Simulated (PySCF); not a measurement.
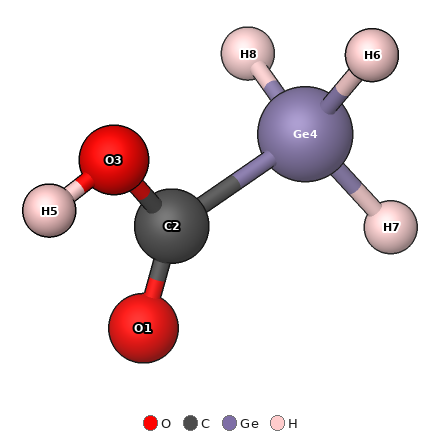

CH₄GeO₂, SMILES O=[C](O)[GeH3], singlet. Vertical core-electron binding energies by ΔSCF (SCAN, pcX-2 on the ionised atom, pcseg-1 elsewhere, spin-free X2C; PySCF 2.14.0, at a PBE0-D3(BJ)/def2-SVP geometry (no frequency check)), gas phase, against the vacuum level. One atom of each kind was ionised; within a panel, areas follow the number of like atoms, Gaussians of 0.8 eV full width. Only the regions named are shown.

Question: Predict the O 1s photoelectron lines.

Answer:
```
level  atoms  binding energy (eV)
 O 1s     O3                540.2
 O 1s     O1                538.1
```

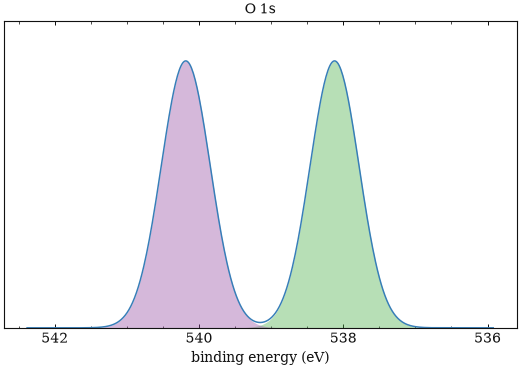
